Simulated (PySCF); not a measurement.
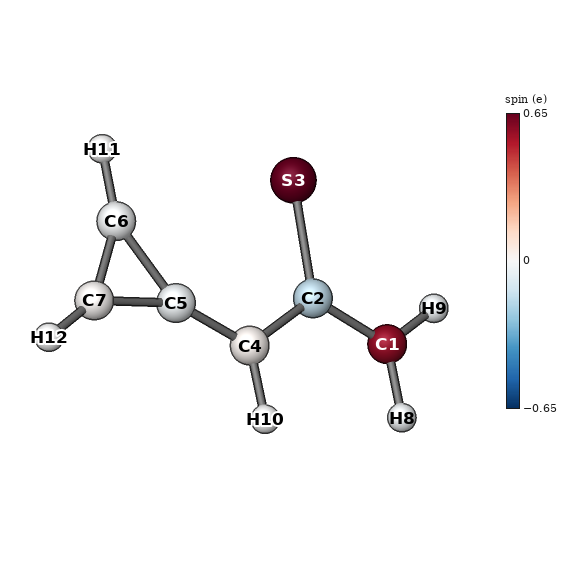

Atoms are coloured by their Mulliken spin populations. Charge 0, doublet. The computed structure is the end point of a GFN2-xTB optimisation. No frequency run is at hand to confirm it as a minimum. Method: UKS B3LYP, pcH-1 on C H S, non-relativistic (PySCF 2.14.0).

Q: Which atom carries the largest spin population?

A: S3 (0.65 e).

Q: Which atom has the lowest spin population?

A: C2 (−0.16 e); a negative value comes from spin polarisation.

List the Mulliken spin populations.

```
atom  value (e)
  C1       0.57
  C2      −0.16
  S3       0.65
  C4       0.02
  C5      −0.03
  C6      −0.01
  C7       0.01
  H8      −0.03
  H9      −0.02
 H10       0.00
 H11       0.00
 H12       0.00
```

The run warned: orbitally degenerate or nearly so: second-order g, spin-orbit hyperfine and D do not apply.

Mulliken values depend strongly on the basis set.
